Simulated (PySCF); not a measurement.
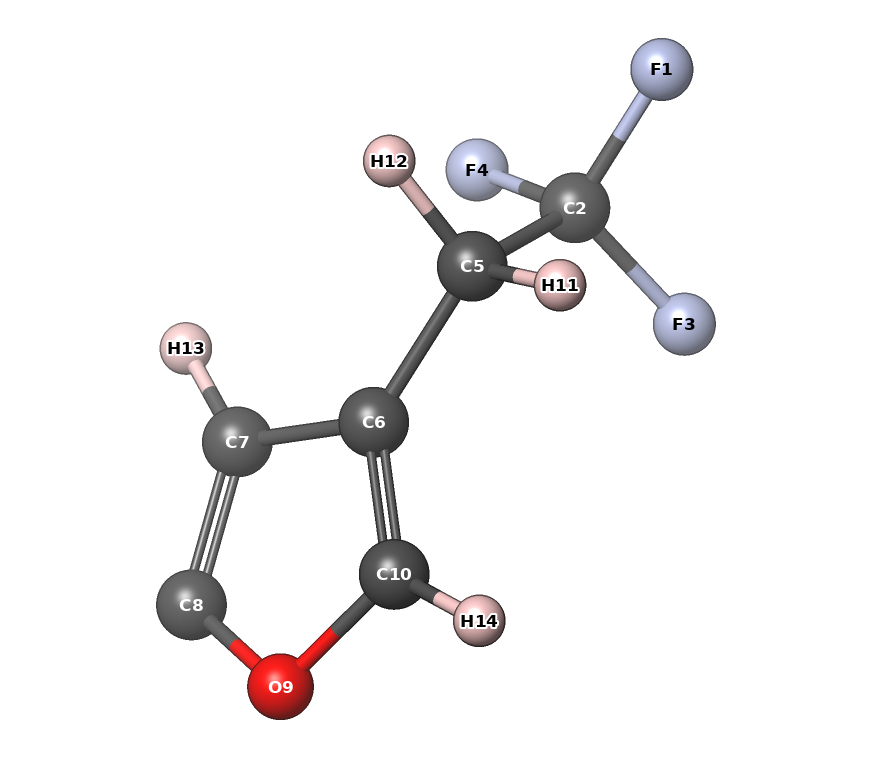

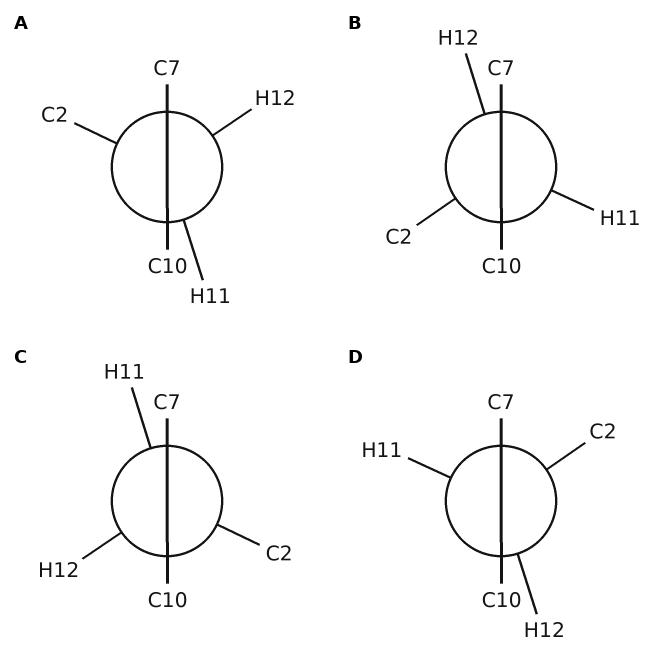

Atoms fade into the background with distance from the viewer. Bonds that would overlap in a projection are set slightly apart. Charge 0, doublet. The computed structure is the end point of a PBE0-D3(BJ)/def2-SVP optimisation. No frequency run is at hand to confirm it as a minimum.

Which Newman projection shows the view along C6–C5, with C6 in front?

Answer. A. The torsion angle C7–C6–C5–C2 is −65°, synclinal (gauche).
